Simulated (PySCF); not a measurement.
**Excited-state calculation of C₄H₇Cl₂NSi**

The run: excited-state calculation of C₄H₇Cl₂NSi. Method and program: TDDFT CAM-B3LYP/def2-SVPD, vertical, gas phase, core orbitals frozen in the response (PySCF 2.14.0).

The geometry comes from this level: GFN2-xTB. It belongs to a series of runs on one base structure; here: H on Si replaced by CH3.

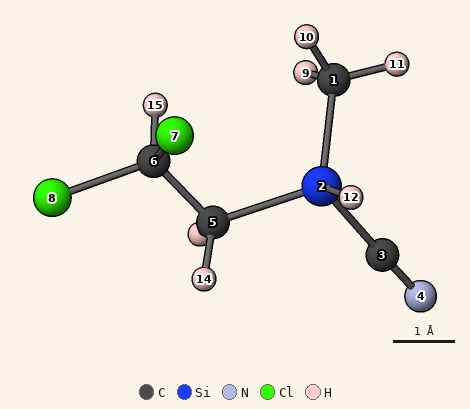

Figure 1. The input geometry (ball-and-stick view, seen at a tilt; atoms are numbered from 1 in the order of the input).

### Summary

- outcome: converged
- total energy: −1420.694353 hartree
- HOMO: −10.33 eV
- LUMO: 0.35 eV
- dipole moment: 2.97 D
- mean polarisability: 103.43 a.u.
- lowest singlet excitation: 6.98 eV
- hardware: 1 CPU thread, shared host
- wall time: 2.3 min
- peak memory: 1 GiB

### The input
```
{"job": {"kind": "uv", "xc": "CAM-B3LYP", "basis": "def2-SVPD", "nstates": 8, "ntriplets": 3}, "charge": 0, "multiplicity": 1}
C     -1.457083    -1.177557     0.361236
Si    -0.726552     0.570761     0.432981
C     -1.846844     1.704463    -0.552048
N     -2.547974     2.392926    -1.140028
C      0.948350     0.637253    -0.497247
C      1.856655    -0.484609    -0.075193
Cl     2.076646    -0.479510     1.691020
Cl     3.464104    -0.359050    -0.852837
H     -1.404641    -1.595585    -0.641342
H     -0.923365    -1.845649     1.031275
H     -2.500893    -1.177588     0.660517
H     -0.644098     1.129912     1.782298
H      0.797557     0.567836    -1.576195
H      1.440738     1.591672    -0.308186
H      1.462984    -1.467285    -0.338164
```

The first line tells a small driver script what to run in PySCF; the rest is the geometry in Å.

Command:
```bash
OMP_NUM_THREADS=1 python <driver script> task.json out
```

### What the program printed
```
coarse grid: 14624 points
cycle   1  E = -1420.4147513703  dE =  8.155e-01  |g| = 6.244e-01  |ddm| = 5.246e+00
cycle   2  E = -1420.3266731608  dE =  8.808e-02  |g| = 9.280e-01  |ddm| = 2.170e+00
cycle   3  E = -1420.5213264429  dE = -1.947e-01  |g| = 1.268e-01  |ddm| = 1.216e+00
cycle   4  E = -1420.5241365670  dE = -2.810e-03  |g| = 6.409e-02  |ddm| = 2.181e-01
cycle   5  E = -1420.5250010320  dE = -8.645e-04  |g| = 1.668e-02  |ddm| = 9.242e-02
cycle   6  E = -1420.5250721136  dE = -7.108e-05  |g| = 2.540e-03  |ddm| = 2.820e-02
cycle   7  E = -1420.5250742894  dE = -2.176e-06  |g| = 8.985e-04  |ddm| = 7.535e-03
final grid: 128848 points
cycle   8  E = -1420.6943491404  dE = -2.727e-05  |g| = 3.657e-03  |ddm| = 5.741e-02
cycle   9  E = -1420.6943489930  dE =  1.473e-07  |g| = 3.779e-03  |ddm| = 1.158e-02
cycle  10  E = -1420.6943525588  dE = -3.566e-06  |g| = 4.370e-04  |ddm| = 5.292e-03
cycle  11  E = -1420.6943526020  dE = -4.324e-08  |g| = 1.928e-04  |ddm| = 9.577e-04
cycle  12  E = -1420.6943526094  dE = -7.401e-09  |g| = 8.547e-05  |ddm| = 3.606e-04
cycle  13  E = -1420.6943526110  dE = -1.569e-09  |g| = 2.480e-05  |ddm| = 1.015e-04
cycle  14  E = -1420.6943526111  dE = -1.419e-10  |g| = 3.913e-06  |ddm| = 3.898e-05
```

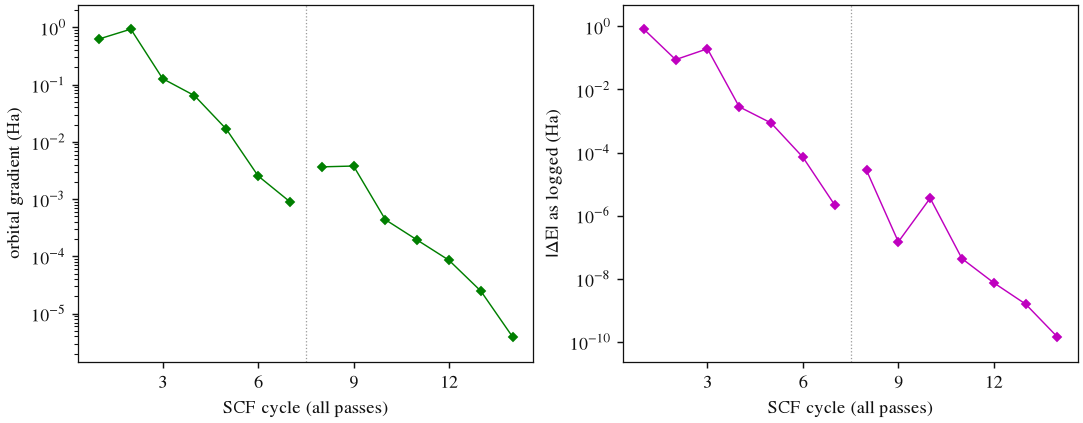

Figure 2. Convergence of the self-consistent field: orbital gradient and size of the energy change against the SCF cycle. The dotted line marks the change from a coarse to the final integration grid. The first 7 cycles use a coarse grid, the final grid takes over at cycle 8, and the field converges after 14 cycles in all.

```
converged SCF energy = -1420.6943526111

Static polarisability (au): isotropic 103.432, principal 86.416 101.500 122.380

Singlet excitations
state   eV       nm        f      main configurations
  1   6.9784    177.7   0.00830   H->L 0.43, H->L+1 0.30
  2   7.0483    175.9   0.00462   H-1->L 0.39, H-1->L+1 0.33
  3   7.2197    171.7   0.00047   H-3->L 0.11, H-4->L+2 0.09
  4   7.3408    168.9   0.00402   H-2->L+1 0.30, H-2->L 0.12, H-4->L+1 0.08
  5   7.5155    165.0   0.00715   H-3->L+2 0.11, H-4->L 0.10
  6   7.5275    164.7   0.01870   H-3->L 0.14, H-4->L+1 0.12, H-5->L+2 0.08
  7   7.5764    163.6   0.00691   H-3->L+1 0.14, H->L+3 0.14, H-5->L 0.08
  8   8.0669    153.7   0.00994   H-2->L 0.14, H->L+1 0.12, H->L+2 0.11

Triplet excitations (Tamm-Dancoff, eV): 6.0150 6.2839 6.3717
```

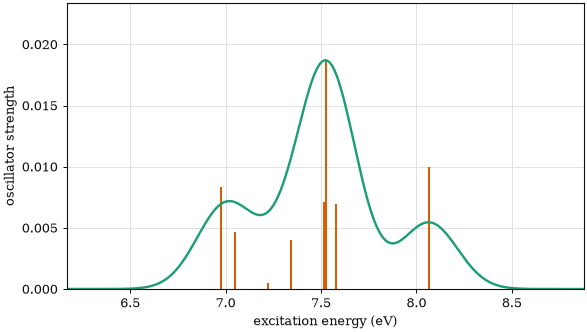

Figure 3. Computed excitations as sticks (degenerate states added up, dark ones marked on the axis), with a Gaussian envelope of 0.35 eV full width at half maximum, scaled to the tallest. Of the 8 states the lowest lies at 6.98 eV (f = 0.008); the strongest line is at 7.53 eV, or 165 nm (f = 0.019).

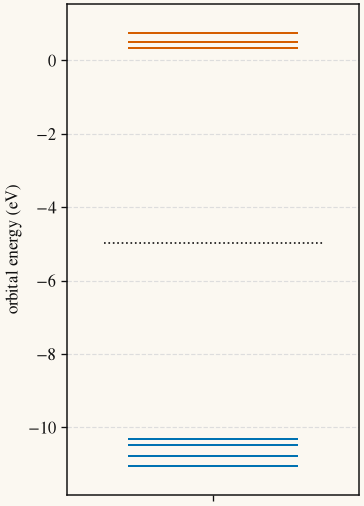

Figure 4. Orbital energies near the frontier; the dotted line parts filled from empty levels, and levels within 0.02 eV of each other stand side by side. Highest filled −10.33 eV, lowest empty 0.35 eV, 10.68 eV apart.
